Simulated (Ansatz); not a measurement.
The compound is RbSmTe2 (R-3m).

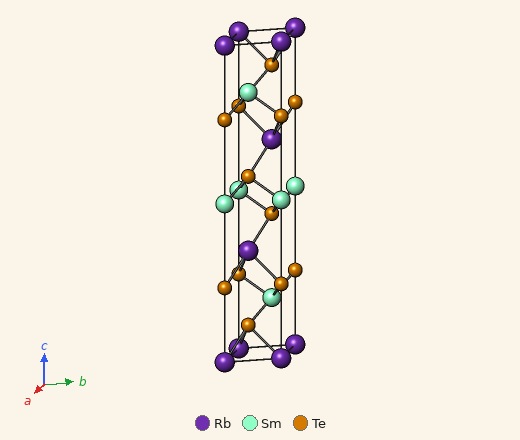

The structure (rubidium purple, samarium green, tellurium orange). Bonds to atoms that aren't drawn are left out. Some periodic images of atoms are drawn too.

The structure is trigonal, space group R-3m (No. 166). The conventional cell has a = 4.596 Å, b = 4.596 Å, c = 25.523 Å, α = 90.00°, β = 90.00°, γ = 120.00°. Rb has 6 Te at 3.66 Å nearest. Sm has 6 Te at 3.17 Å nearest. Nearest to Te lie 3 Sm at 3.17 Å and 3 Rb at 3.66 Å. Farther neighbours and most contacts between anions are not listed.

```xyz
4
Lattice="-3.8285 -3.8285 -7.0786 -3.8285 -7.0786 -3.8285 -7.0786 -3.8285 -3.8285" Properties=species:S:1:pos:R:3 pbc="T T T"
Rb    0.0000    0.0000    0.0000
Sm   -7.3678   -7.3678   -7.3678
Te  -11.2772  -11.2772  -11.2772
Te   -3.4585   -3.4585   -3.4585
```

The cell and positions are those that the Materials Project relaxed with its own functionals (PBE, PBE+U or r2SCAN), kept fixed. Spin-orbit coupling is left out unless a run names it. PAW set soft_2, made with PBE.

A constrained-RPA run (Ansatz 0.2.0; non-magnetic LDA; Sm f, bands v3 to c4, 4×4×4 mesh, medium accuracy) builds 7 functions on bands 0.55 eV wide, with 5.0 electrons in the window. The bare on-site interaction is 26.1 eV and the bare J 0.70 eV.

Question: Estimate U, U′ and J.

On the Sm f shell, U = 3.07 eV (12 % of the bare value), U′ = 2.05 eV, J = 0.51 eV.

The parent state is non-magnetic and the interaction static (zero frequency); U depends on the window and the orbitals, so it belongs to this model alone.

[Paths, hosts, dates, memory and timing lines, banners, echoed tables and standing remarks are left out of the program output.]

[Logs are printed without paths, hosts, clocks, repeated set-up lines and the standing remarks that a program may print on its own settings, such as how far it seeks lower states.]

[Runs of the session that timed out or met a known fault of the program may be left out.]

[Hosts, paths, dates, database ids (printed as entryN), source tags and the programs' standing remarks are cut or masked in the printed files.]
